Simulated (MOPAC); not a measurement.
Scan of H₃O (cation, charge +1), singlet: map of symmetric stretch and umbrella angle. Scanned: O-H bond length and angle between the O-H bonds and the threefold axis (90 = planar).

Cartesian coordinates as functions of the variables (Å; names that start with a are angles):
```
O  0  0  0
H  r*sin(a)*cos(0*2*pi/3+0)  r*sin(a)*sin(0*2*pi/3+0)  0+r*cos(a)
H  r*sin(a)*cos(1*2*pi/3+0)  r*sin(a)*sin(1*2*pi/3+0)  0+r*cos(a)
H  r*sin(a)*cos(2*2*pi/3+0)  r*sin(a)*sin(2*2*pi/3+0)  0+r*cos(a)
```

Computed with MOPAC with PM6, restricted, heats of formation.

Energy in kcal/mol above the lowest grid point; x is the O-H bond length (Å), y the angle between the O-H bonds and the threefold axis (90 = planar) (°).

```
y \ x   0.86  0.92  0.96  1.01  1.06  1.10  1.15  1.19  1.23
------  ----  ----  ----  ----  ----  ----  ----  ----  ----
130     73.7  43.4  29.4  18.1  12.9  12.7  16.8  23.0  31.5
127.20  60.4  33.3  21.0  11.4   7.5   8.1  12.9  19.5  28.4
123.20  45.7  22.6  12.4   4.8   2.4   3.9   9.5  16.5  25.6
119.20  35.2  15.6   7.2   1.3   0.1   2.2   8.3  15.7  24.8
115.20  27.7  11.2   4.4   0.1   0.0   2.7   9.2  16.7  25.9
111.20  22.5   8.8   3.5   0.6   1.5   4.8  11.7  19.3  28.5
107.20  19.0   7.5   3.6   2.1   4.0   7.9  15.2  23.0  32.3
103.20  16.6   7.0   4.1   3.8   6.8  11.2  19.1  27.1  36.5
99.20   15.1   6.8   4.8   5.4   9.1  14.1  22.5  30.8  40.4
95.20   14.2   6.8   5.3   6.5  10.8  16.1  24.9  33.5  43.3
90      13.8   6.8   5.6   7.1  11.6  17.1  26.1  34.8  44.7
```

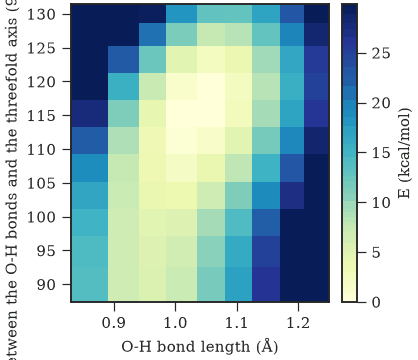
Fig. 1. Energy surface, cut off at 30 kcal/mol.

Points that lie below all their neighbours on the grid: x = 1.06, y = 115.20 (0.0 kcal/mol).
